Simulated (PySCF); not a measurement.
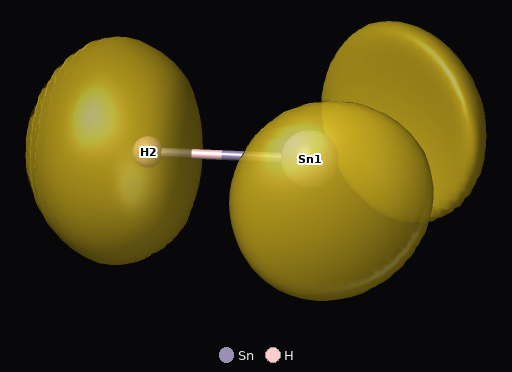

*SnH (doublet). Isosurface of the ELF at 0.9 (yellow), seen from one side. Core shells and regions of very low density are left out.*

Core potentials replace the inner electrons of Sn.

All numbers below come from PySCF, PBE0/def2-SVP, non-relativistic Hamiltonian with scalar-relativistic core potentials where named, at a bond length of 1.790 Å.

What do the ELF domains correspond to?

Answer. At this value the surface marks out one region around a hydrogen nucleus and two lobes on Sn, pointing away from the bonds (non-bonding electrons). Along the contacts the grid gives the following. Sn–H (1.79 Å): the ELF climbs to about 1 towards the hydrogen.
